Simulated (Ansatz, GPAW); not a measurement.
# GaO (model structure): optical spectrum from first principles

Aim: the dielectric function of GaO (model structure), and the optical constants that follow from it. The cell was made here by substitution or stacking, whether or not such a phase is known. It was built so: All S replaced by O in the R-3m structure of GaS. The cell is first relaxed with Ansatz.

Calculated with GPAW 26.7.0; DFT, LDA, plane-wave PAW (GPAW data sets), scalar-relativistic, RPA, optical limit.

**1. The starting structure**

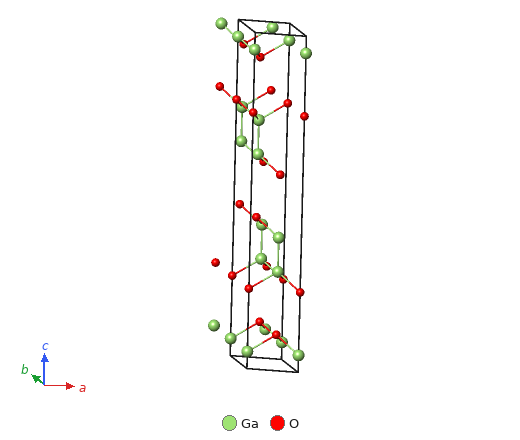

Start, viewed slightly off an axis; gallium green, oxygen red. 1×2×1 cells are drawn. This picture shows the conventional cell, with its axes. Bonds to atoms that aren't drawn are left out. Some periodic images of atoms are drawn too.

**2. Relaxation**

Spectra hang on bond lengths, so the cell is first brought to its minimum.

This step: DFT, LDA, plane-wave PAW, default files, scalar-relativistic, relaxation (Ansatz 0.2.0).

Contents of input.yaml:

```yaml
crystal:
  lattice:
    - [1.52321626, 0.87942932, 6.75395473]
    - [-1.52321626, 0.87942932, 6.75395473]
    - [0.0, -1.75885864, 6.75395473]
  atoms:
    - { symbol: Ga, position: [0.05082419, 0.05082419, 0.05082419] }
    - { symbol: Ga, position: [0.94917581, 0.94917581, 0.94917581] }
    - { symbol: O, position: [0.76194813, 0.76194813, 0.76194813] }
    - { symbol: O, position: [0.23805187, 0.23805187, 0.23805187] }
kpoints:
  mp_grid: { grid: [9, 9, 9] }
scf:
  occupations: { method: fermi_dirac, width: 0.05 }
hamiltonian:
  xc: lda
output:
  forces: true
  stress: true
relax:
  f_tol: 0.02
  max_steps: 50
  cell: {}
```

On the command line:

```bash
ansatz run input.yaml --threads 1 --pin off --max-ram 4096MiB --backend cpu --events-out ev --progress --plain --runs-dir out
```

Numbers of over 12 decimals in the logs are rounded to 6 here.

The log of the run:

```text
basis.fft_grid_basis auto: the FFT boxes are laid along the combinations [[1, 0, -1], [0, 1, -1], [0, 0, 1]] of the cell's own vectors, 3.046, 3.046 and 6.979 Å long. The dense box has 24×24×48 points. Along the cell's own vectors, as sized, it would have 48×48×48, 4.00 times as many. Of the 12 symmetry operations that the crystal satisfies within crystal.symmetry.tolerance (time reversal apart; of a slab, those that [...]
Engine: ansatz 0.2.0, aarch64-unknown-linux-gnu
Pseudopotentials: kind: paw
Pseudopotential: Ga, paw, valence charge 13, recommended cutoff 420 eV (normal), Ga.paw.azcp
Pseudopotential: O, paw, valence charge 6, recommended cutoff 420 eV (normal), O.paw.azcp
Functional definition: SPW92
  exchange = slater_x
  correlation = pw_c
Crystal: 4 atoms, lattice volume = 54.284 Å³
Basis set: ecut = 420 eV, 1061 PW (Γ), FFT grids on a1−a3, a2−a3, a3
Bands: 23, of which v1, the nominal top of the filled ones, is band 19 counted from 1 (18 counted from 0)
Symmetry: 12 space group operations
Space group: R-3m (ITA 166), of the structure as read, at distance tolerance 3.8e-5 Å
k-points: 85 of 729
Non-local potential: Ga, projectors of the file, l = 0: 2, l = 1: 2, l = 2: 3, l = 3: 1
Non-local potential: O, projectors of the file, l = 0: 2, l = 1: 2, l = 2: 1
PAW form: soft (Blöchl's): semilocal exchange-correlation on the pseudo side does not see the compensation charge
PAW frozen core: Ga, regenerated for the run's functional, and the local potential with it (the file was generated under x = pbe(κ = 0.804, μ = 0.219515), c = pbe(β = 0.066725))
PAW frozen core: O, regenerated for the run's functional, and the local potential with it (the file was generated under x = pbe(κ = 0.804, μ = 0.219515), c = pbe(β = 0.066725))
PAW one-centre angular grid: Ga, 590 points (default); XC on 64 Gauss nodes
PAW one-centre angular grid: O, 110 points (default); XC on 64 Gauss nodes
Initial density: superposition of atomic densities (neutral atoms: chi_scale 0, normalization atom), corrected by the library's trained network
Initial wavefunctions: pseudopotential atomic-orbital guess
Functional: x = slater, c = lda
SCF iter   1: F=—  HF=-8524.166209 eV  |F-HF|=—  |Δ(HF+E_count)|=         —  Δρ=1.69e-2  dr2=1.29e-1  ethr=1.77e-3  ⟨swp⟩=6.0  Hψ=8473  notcnv=0
preconditioner: auto → none  [insulator: Δε(μ)=1.845 eV  Ē_g=16.235 eV  σ=0.050 eV  W_gap=1.00  n_scr=16 (ndim 8)  ℏωp=31.1 eV  f_vac=0.151  D(μ)=0.00/eV (n_scr^D=0)  ε∞_Penn≈4.7]
SCF iter   2: F=—  HF=-8524.151426 eV  |F-HF|=—  |Δ(HF+E_count)|=   1.48e-2  Δρ=1.29e-2  dr2=1.01e-1  ethr=3.40e-4  ⟨swp⟩=2.1  Hψ=4598  notcnv=0
SCF iter   3: F=—  HF=-8524.131601 eV  |F-HF|=—  |Δ(HF+E_count)|=   1.98e-2  Δρ=3.32e-3  dr2=6.76e-3  ethr=2.66e-4  ⟨swp⟩=2.1  Hψ=2800  notcnv=0
SCF iter   4: F=—  HF=-8524.130310 eV  |F-HF|=—  |Δ(HF+E_count)|=   1.29e-3  Δρ=1.23e-3  dr2=3.41e-4  ethr=1.78e-5  ⟨swp⟩=1.4  Hψ=2570  notcnv=0
SCF iter   5: F=—  HF=-8524.130213 eV  |F-HF|=—  |Δ(HF+E_count)|=   9.77e-5  Δρ=1.29e-4  dr2=8.06e-6  ethr=8.97e-7  ⟨swp⟩=2.3  Hψ=2949  notcnv=0
SCF iter   6: F=—  HF=-8524.130208 eV  |F-HF|=—  |Δ(HF+E_count)|=   4.75e-6  Δρ=4.46e-5  dr2=5.77e-7  ethr=2.12e-8  ⟨swp⟩=2.0  Hψ=3413  notcnv=0
SCF iter   7: F=-8524.130208 eV  HF=-8524.130208 eV  |F-HF|=6.80e-9  |Δ(HF+E_count)|=   9.32e-8  Δρ=8.22e-6  dr2=1.81e-8  ethr=2.63e-10  ⟨swp⟩=5.0  Hψ=8121  notcnv=0
SCF 1 converged in 7 iterations: F = -8524.130208 eV  dr2 = 1.81e-8
  greatest PAW one-centre occupation: 0.996 electrons in one spin orbital (limit 2), on the Ga atom at site 1 (counted from 0), in its partial waves of l = 2
relax step   1: F+E_penalty+E_count = -8524.13020781 eV  Δ(F+E_penalty+E_count) = +0.000e0 eV  max|allowed force component| = 7.244e0 eV/Å  Δτ_max = 0.0000 Å  P = -0.031 GPa  Ω = 54.284 Å³  (7 SCF iters, dr2 threshold 1.00e-7 eV, accepted)
Crystal: 4 atoms, lattice volume = 53.902 Å³
Basis set: ecut = 420 eV, 1065 PW (Γ), FFT grids on a1−a3, a2−a3, a3
Initial density: handed on by an earlier stage of this run
Initial wavefunctions: those handed on with the density
iter 1 solved again at ethr=1.06e-3 eV; its pass at ethr=3.10e-3 eV (dr2=4.04e-1 eV) is discarded
SCF iter   1: F=—  HF=-8525.341227 eV  |F-HF|=—  |Δ(HF+E_count)|=         —  Δρ=3.92e-2  dr2=4.10e-1  ethr=1.06e-3  ⟨swp⟩=1.0  Hψ=11812  notcnv=0
preconditioner: auto → none  [insulator: Δε(μ)=1.294 eV  Ē_g=16.621 eV  σ=0.050 eV  W_gap=1.00  n_scr=16 (ndim 8)  ℏωp=31.2 eV  f_vac=0.068  D(μ)=0.00/eV (n_scr^D=0)  ε∞_Penn≈4.5]
SCF iter   2: F=—  HF=-8525.242321 eV  |F-HF|=—  |Δ(HF+E_count)|=   9.89e-2  Δρ=1.89e-2  dr2=1.77e-1  ethr=1.06e-3  ⟨swp⟩=3.1  Hψ=4066  notcnv=0
SCF iter   3: F=—  HF=-8525.210370 eV  |F-HF|=—  |Δ(HF+E_count)|=   3.20e-2  Δρ=1.11e-2  dr2=4.31e-2  ethr=4.66e-4  ⟨swp⟩=2.9  Hψ=3535  notcnv=0
SCF iter   4: F=—  HF=-8525.201992 eV  |F-HF|=—  |Δ(HF+E_count)|=   8.38e-3  Δρ=4.97e-3  dr2=6.27e-3  ethr=1.13e-4  ⟨swp⟩=3.0  Hψ=3693  notcnv=0
SCF iter   5: F=—  HF=-8525.200918 eV  |F-HF|=—  |Δ(HF+E_count)|=   1.07e-3  Δρ=1.36e-3  dr2=3.37e-4  ethr=1.65e-5  ⟨swp⟩=2.0  Hψ=3734  notcnv=0
SCF iter   6: F=—  HF=-8525.201026 eV  |F-HF|=—  |Δ(HF+E_count)|=   1.08e-4  Δρ=2.12e-4  dr2=6.90e-6  ethr=8.87e-7  ⟨swp⟩=2.7  Hψ=3973  notcnv=0
SCF iter   7: F=-8525.201036 eV  HF=-8525.201036 eV  |F-HF|=7.64e-8  |Δ(HF+E_count)|=   1.00e-5  Δρ=1.61e-5  dr2=3.19e-8  ethr=1.05e-9  ⟨swp⟩=4.3  Hψ=10371  notcnv=0
SCF 2 converged in 7 iterations: F = -8525.201036 eV  dr2 = 3.19e-8
relax step   2: F+E_penalty+E_count = -8525.20103632 eV  Δ(F+E_penalty+E_count) = -1.071e0 eV  max|allowed force component| = 1.912e0 eV/Å  Δτ_max = 0.1748 Å  P = -5.658 GPa  Ω = 53.902 Å³  energy of the carried Pulay correction = +1.694e-3 eV  (7 SCF iters, dr2 threshold 4.00e-7 eV, accepted)
Crystal: 4 atoms, lattice volume = 51.680 Å³
Basis set: ecut = 420 eV, 981 PW (Γ), FFT grids on a1−a3, a2−a3, a3
iter 1 solved again at ethr=9.76e-5 eV; its pass at ethr=3.10e-3 eV (dr2=3.71e-2 eV) is discarded
SCF iter   1: F=—  HF=-8525.377678 eV  |F-HF|=—  |Δ(HF+E_count)|=         —  Δρ=1.27e-2  dr2=3.69e-2  ethr=9.76e-5  ⟨swp⟩=2.1  Hψ=12102  notcnv=0
preconditioner: auto → none  [insulator: Δε(μ)=1.299 eV  Ē_g=16.703 eV  σ=0.050 eV  W_gap=1.00  n_scr=16 (ndim 8)  ℏωp=31.8 eV  f_vac=0.051  D(μ)=0.00/eV (n_scr^D=0)  ε∞_Penn≈4.6]
SCF iter   2: F=—  HF=-8525.365303 eV  |F-HF|=—  |Δ(HF+E_count)|=   1.24e-2  Δρ=5.15e-3  dr2=5.45e-3  ethr=9.72e-5  ⟨swp⟩=2.2  Hψ=3735  notcnv=0
SCF iter   3: F=—  HF=-8525.364674 eV  |F-HF|=—  |Δ(HF+E_count)|=   6.28e-4  Δρ=2.88e-3  dr2=3.22e-3  ethr=1.43e-5  ⟨swp⟩=2.5  Hψ=3721  notcnv=0
SCF iter   4: F=—  HF=-8525.364117 eV  |F-HF|=—  |Δ(HF+E_count)|=   5.57e-4  Δρ=9.10e-4  dr2=2.68e-4  ethr=8.48e-6  ⟨swp⟩=2.9  Hψ=3774  notcnv=0
SCF iter   5: F=—  HF=-8525.364113 eV  |F-HF|=—  |Δ(HF+E_count)|=   4.13e-6  Δρ=2.71e-4  dr2=1.16e-5  ethr=7.06e-7  ⟨swp⟩=2.3  Hψ=2827  notcnv=0
SCF iter   6: F=—  HF=-8525.364127 eV  |F-HF|=—  |Δ(HF+E_count)|=   1.45e-5  Δρ=5.12e-5  dr2=7.46e-7  ethr=3.06e-8  ⟨swp⟩=2.1  Hψ=3392  notcnv=0
SCF iter   7: F=-8525.364127 eV  HF=-8525.364127 eV  |F-HF|=8.69e-9  |Δ(HF+E_count)|=   5.33e-8  Δρ=1.60e-5  dr2=6.25e-8  ethr=1.05e-9  ⟨swp⟩=5.0  Hψ=8743  notcnv=0
SCF 3 converged in 7 iterations: F = -8525.364127 eV  dr2 = 6.25e-8
relax step   3: F+E_penalty+E_count = -8525.36412730 eV  Δ(F+E_penalty+E_count) = -1.631e-1 eV  max|allowed force component| = 7.233e-1 eV/Å  Δτ_max = 0.0534 Å  P = -1.009 GPa  Ω = 51.680 Å³  energy of the carried Pulay correction = +1.180e-2 eV  (7 SCF iters, dr2 threshold 4.00e-7 eV, accepted)
[... from here on, the SCF cycles and remarks between the steps are left out ...]
relax step   4: F+E_penalty+E_count = -8525.39961870 eV  Δ(F+E_penalty+E_count) = -3.549e-2 eV  max|allowed force component| = 1.784e-1 eV/Å  Δτ_max = 0.0534 Å  P = +1.254 GPa  Ω = 50.001 Å³  energy of the carried Pulay correction = +1.972e-2 eV  (7 SCF iters, dr2 threshold 4.00e-7 eV, accepted)
relax step   5: F+E_penalty+E_count = -8525.40644330 eV  Δ(F+E_penalty+E_count) = -6.825e-3 eV  max|allowed force component| = 2.838e-2 eV/Å  Δτ_max = 0.0228 Å  P = +0.776 GPa  Ω = 49.805 Å³  energy of the carried Pulay correction = +2.066e-2 eV  (6 SCF iters, dr2 threshold 4.00e-7 eV, accepted)
relax step   6: F+E_penalty+E_count = -8525.40889985 eV  Δ(F+E_penalty+E_count) = -2.457e-3 eV  max|allowed force component| = 1.181e-2 eV/Å  Δτ_max = 0.0172 Å  P = +0.094 GPa  Ω = 49.686 Å³  energy of the carried Pulay correction = +2.123e-2 eV  (6 SCF iters, dr2 threshold 4.00e-7 eV, accepted)
relax step   7: F+E_penalty+E_count = -8525.40910450 eV  Δ(F+E_penalty+E_count) = -2.046e-4 eV  max|allowed force component| = 1.237e-2 eV/Å  Δτ_max = 0.0014 Å  P = +0.069 GPa  Ω = 49.655 Å³  energy of the carried Pulay correction = +2.138e-2 eV  (5 SCF iters, dr2 threshold 1.09e-7 eV, accepted)
relax step   8: F+E_penalty+E_count = -8525.40905457 eV  Δ(F+E_penalty+E_count) = +4.992e-5 eV  max|allowed force component| = 3.358e-4 eV/Å  Δτ_max = 0.0011 Å  P = -0.001 GPa  Ω = 49.671 Å³  energy of the carried Pulay correction = +2.131e-2 eV  (4 SCF iters, dr2 threshold 5.87e-8 eV, accepted)
relax step   9: F+E_penalty+E_count = -8525.39875723 eV  Δ(F+E_penalty+E_count) = +1.030e-2 eV  max|allowed force component| = 1.834e-3 eV/Å  Δτ_max = 0.0000 Å  P = -0.380 GPa  Ω = 49.671 Å³  stress off target by 6.01e-1 GPa  SCF on the basis re-selected at this cell (its energy is not comparable with the rows above)  (7 SCF iters)
relax step  10: F+E_penalty+E_count = -8525.40184295 eV  Δ(F+E_penalty+E_count) = -3.086e-3 eV  max|allowed force component| = 8.533e-3 eV/Å  Δτ_max = 0.0169 Å  P = +0.058 GPa  Ω = 49.207 Å³  energy of the carried Pulay correction = +2.289e-3 eV  (6 SCF iters, dr2 threshold 4.00e-7 eV, accepted)
relax step  11: F+E_penalty+E_count = -8525.40155435 eV  Δ(F+E_penalty+E_count) = +2.886e-4 eV  max|allowed force component| = 1.295e-3 eV/Å  Δτ_max = 0.0027 Å  P = +0.009 GPa  Ω = 49.275 Å³  energy of the carried Pulay correction = +1.955e-3 eV  (5 SCF iters, dr2 threshold 4.78e-8 eV, accepted)
relax step  12: F+E_penalty+E_count = -8525.39981541 eV  Δ(F+E_penalty+E_count) = +1.739e-3 eV  max|allowed force component| = 1.118e-3 eV/Å  Δτ_max = 0.0000 Å  P = -0.045 GPa  Ω = 49.275 Å³  stress off target by 8.84e-2 GPa  SCF on the basis re-selected at this cell (its energy is not comparable with the rows above)  (6 SCF iters)
relax step  13: F+E_penalty+E_count = -8525.40009193 eV  Δ(F+E_penalty+E_count) = -2.765e-4 eV  max|allowed force component| = 1.249e-3 eV/Å  Δτ_max = 0.0018 Å  P = +0.006 GPa  Ω = 49.223 Å³  energy of the carried Pulay correction = +2.579e-4 eV  (5 SCF iters, dr2 threshold 1.95e-8 eV, accepted)
iter 1 solved again at ethr=7.18e-8 eV; its pass at ethr=3.10e-3 eV (dr2=2.73e-5 eV) is discarded
SCF iter   1: F=—  HF=-8525.399829 eV  |F-HF|=—  |Δ(HF+E_count)|=         —  Δρ=1.77e-5  dr2=3.09e-8  ethr=7.18e-8  ⟨swp⟩=3.0  Hψ=13449  notcnv=0
preconditioner: auto → none  [insulator: Δε(μ)=0.979 eV  Ē_g=16.720 eV  σ=0.050 eV  W_gap=1.00  n_scr=16 (ndim 8)  ℏωp=32.6 eV  f_vac=0.029  D(μ)=0.00/eV (n_scr^D=0)  ε∞_Penn≈4.8]
SCF iter   2: F=—  HF=-8525.399833 eV  |F-HF|=—  |Δ(HF+E_count)|=   3.82e-6  Δρ=8.22e-6  dr2=1.28e-8  ethr=8.14e-11  ⟨swp⟩=2.0  Hψ=3570  notcnv=0
SCF iter   3: F=—  HF=-8525.399833 eV  |F-HF|=—  |Δ(HF+E_count)|=   2.86e-9  Δρ=5.36e-6  dr2=9.09e-9  ethr=3.36e-11  ⟨swp⟩=2.0  Hψ=3215  notcnv=0
SCF iter   4: F=—  HF=-8525.399833 eV  |F-HF|=—  |Δ(HF+E_count)|=   1.22e-9  Δρ=6.72e-7  dr2=9.08e-11  ethr=2.39e-11  ⟨swp⟩=2.0  Hψ=2498  notcnv=0
SCF iter   5: F=-8525.399833 eV  HF=-8525.399833 eV  |F-HF|=0.00e0  |Δ(HF+E_count)|=  7.28e-12  Δρ=1.96e-7  dr2=6.04e-12  ethr=1.00e-12  ⟨swp⟩=4.0  Hψ=7031  notcnv=0
SCF 14 converged in 5 iterations: F = -8525.399833 eV  dr2 = 6.04e-12
relax step  14: F+E_penalty+E_count = -8525.39983260 eV  Δ(F+E_penalty+E_count) = +2.593e-4 eV  max|allowed force component| = 1.094e-3 eV/Å  Δτ_max = 0.0000 Å  P = +0.002 GPa  Ω = 49.223 Å³  stress off target by 1.33e-2 GPa  SCF on the basis re-selected at this cell (its energy is not comparable with the rows above)  (5 SCF iters)
basis re-selected at this cell: Δ(F+E_penalty+E_count) = +2.593e-4 eV, ΔP = -0.004 GPa vs the last step (what re-selecting the basis moved, of the pressure what is left beyond the Pulay correction that the steps carried, after the strain that the cell walked since its last selection, with what the two solves' SCF thresholds leave and, on support functions, any second-order correction that the steps lacked; it is no m [...]
SCF converged after 5 iterations
Free energy (F): -8525.399833 eV
Harris-Foulkes:  -8525.399833 eV  (|F-HF|=0.00e0)
Internal energy: -8525.399832 eV  (E = F + TS)
E sigma→0 (E₀):  -8525.399832 eV
Entropy (-TS):   -0.000001 eV (-0.000 meV/atom)
Fermi energy:    8.862343 eV
--- Per-component energies (eV) ---
  E_band       = -92.163204
  E_kinetic    = 581.946951
  E_local      = -4389.749080  (includes V_loc(G=0)·N_el)
  E_nonlocal   = 960.735417
  E_hartree    = 1985.675641
  E_xc         = -281.570225
  E_vxc        = -302.574606  (∫ρ·V_xc dr)
  E_paw        = -4127.345391  (= ΣΔE_a)
  E_vpaw       = -913.877884  (= ΣTr[D̂ρ^β])
  E_aug_tail   = 0.004729  (compensation charges beyond the density's cutoff)
  E_ewald      = -3258.748678
  E_core_change = 3.650803  (= ΣΔE_core)
  E_smearing   = -0.000001  (= −TS)
  E_closure    = -0.000000  (closes the sum)
  Σ components = -8525.399833   (vs F -8525.399833, Δ=0.00e0)
--- Forces (eV/Å), atoms counted from 1 ---
  atom   1  Ga     0.00000000     0.00000000    -0.00109439
  atom   2  Ga    -0.00000000    -0.00000000     0.00109439
  atom   3  O      0.00000000     0.00000000     0.00077056
  atom   4  O     -0.00000000    -0.00000000    -0.00077056
  max |Σ_I F_I| component: 0.00e0 eV/Å
--- Stress (GPa, compression-positive) ---
        0.009847       0.000000       0.000000
        0.000000       0.009847       0.000000
        0.000000       0.000000      -0.013330
  P = ⅓ Tr σ = 0.0021 GPa (0.021 kbar)
--- Relaxed structure (11 steps of the walk, 11 accepted, 3 SCFs on fresh bases) ---
  F+E_penalty+E_count = -8525.39983260 eV   max|allowed force component| = 1.094e-3 eV/Å   (the final SCF, on the basis selected at the relaxed cell)
  cell:  # Å, volume = 49.2228 Å³
    - [1.530176, 0.883448, 6.068661]
    - [-1.530176, 0.883448, 6.068661]
    - [0, -1.766895, 6.068661]
  atoms:
    - { symbol: Ga, position: [0.067316, 0.067316, 0.067316] }
    - { symbol: Ga, position: [0.932684, 0.932684, 0.932684] }
    - { symbol: O, position: [0.771933, 0.771933, 0.771933] }
    - { symbol: O, position: [0.228067, 0.228067, 0.228067] }
```

Elapsed: 60 s, on 1 thread of Arm Neoverse V2, shared host; peak memory 0.37 GiB.

Step by step:

```
step  energy less that of the first step (eV)  largest force component (eV/Å)  pressure (GPa)  volume (Å³)
   1                                   0.0000                          7.2444           -0.03        54.28
   2                                  -1.0708                          1.9118           -5.66        53.90
   3                                  -1.2339                          0.7233           -1.01        51.68
   4                                  -1.2694                          0.1784            1.25        50.00
   5                                  -1.2762                          0.0284            0.78        49.80
   6                                  -1.2787                          0.0118            0.09        49.69
   7                                  -1.2789                          0.0124            0.07        49.66
   8                                  -1.2788                          0.0003            0.00        49.67
  9*                                  -1.2685                          0.0018           -0.38        49.67
  10                                  -1.2716                          0.0085            0.06        49.21
  11                                  -1.2713                          0.0013            0.01        49.27
 12*                                  -1.2696                          0.0011           -0.05        49.27
  13                                  -1.2699                          0.0012            0.01        49.22
 14*                                  -1.2696                          0.0011            0.00        49.22
```

Relaxation steps marked * repeat the geometry before them on a plane-wave basis chosen anew for their cell, so energy and pressure can jump there.

Forces are held to the 12 operations that the run works with; a distortion that breaks them can't arise in this run.

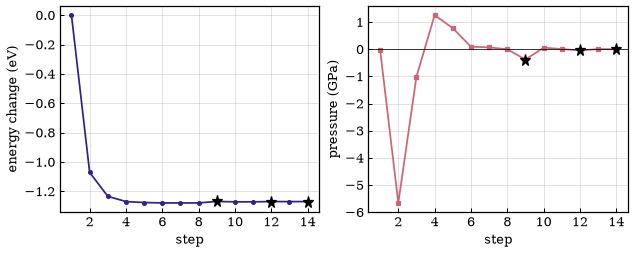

Energy and pressure along the relaxation. Stars mark steps on a basis chosen anew.

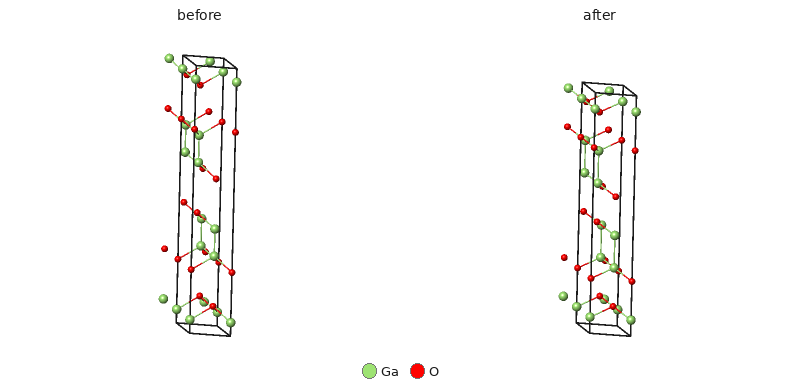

Before and after, at one scale. Bonds to atoms that aren't drawn are left out.

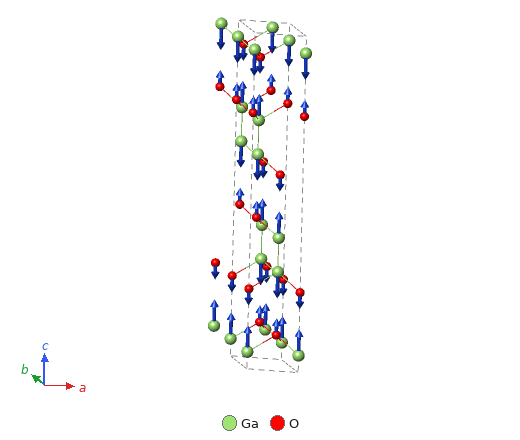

Displacements in the relaxation, exaggerated, measured against the changing cell; the longest in the cell stands for 0.30 Å. Bonds to atoms that aren't drawn are left out. 1×2×1 conventional cells are drawn. Some periodic images of atoms are drawn too.

```
conventional cell, symmetrised  before   after   change
                         a (Å)   3.046   3.060   +0.5 %
                         b (Å)   3.046   3.060   +0.5 %
                         c (Å)  20.262  18.206  -10.1 %
              volume (Å³/atom)   13.57   12.31   -9.3 %
```

The atoms that moved most (Å, as changes of fractional coordinates times the final cell):

```csv
atom,dx,dy,dz,length
Ga1,0.000,0.000,0.300,0.300
Ga2,0.000,0.000,-0.300,0.300
O4,0.000,0.000,-0.182,0.182
O3,0.000,0.000,0.182,0.182
```

Final coordinates:

```xyz
4
Lattice="1.5302 0.8834 6.0687 -1.5302 0.8834 6.0687 0.0000 -1.7669 6.0687" Properties=species:S:1:pos:R:3 pbc="T T T"
Ga    0.0000    0.0000    1.2256
Ga    0.0000    0.0000   16.9804
O     0.0000    0.0000   14.0538
O     0.0000    0.0000    4.1522
```

The relaxation ends with a largest force component of 0.0011 eV/Å and a pressure of 0.00 GPa.

[end of part 1 of 2]

[Machine, clock and banner lines and Python warnings are left out of the logs.]

[Logs are printed without paths, hosts, clocks, repeated set-up lines and the standing remarks that a program may print on its own settings, such as how far it seeks lower states.]

[Hosts, paths, dates, database ids (printed as entryN), source tags and the programs' standing remarks are cut or masked in the printed files.]
